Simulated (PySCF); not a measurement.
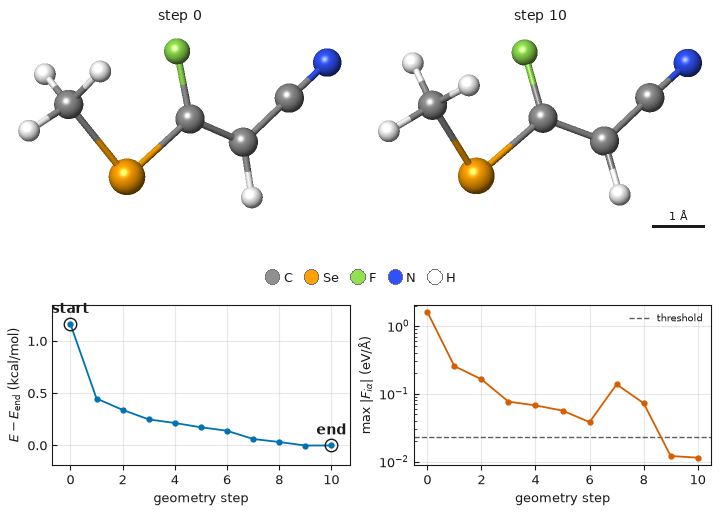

First and last geometry of a relaxation of C4H4FNSe, with the history of the run. The picture is a ball-and-stick view, seen from a free direction.

The start comes from GFN2-xTB.

Level of theory: PySCF, PBE0-D3(BJ)/def2-SVP geometry optimisation, gas phase. 

Read the history and describe the run.

It converged. The energy falls by 1.16 kcal/mol in 10 geometry steps. Largest force component: 1.6 eV/Å at the start, 0.011 eV/Å at the end. The atom that moves furthest after the best rigid fit is the F atom (0.50 Å). Largest moves by element: F 0.50 Å, H 0.41 Å, Se 0.34 Å, C 0.21 Å, N 0.01 Å. Near-neighbour distances that change, for instance: C–C 1.402 → 1.418 Å, C–N 1.147 → 1.161 Å, C–F 1.334 → 1.321 Å, C–H 1.081 → 1.092 Å. Groups turn about C–Se by about 30°. The run took roughly 4 core-minutes on a shared host.
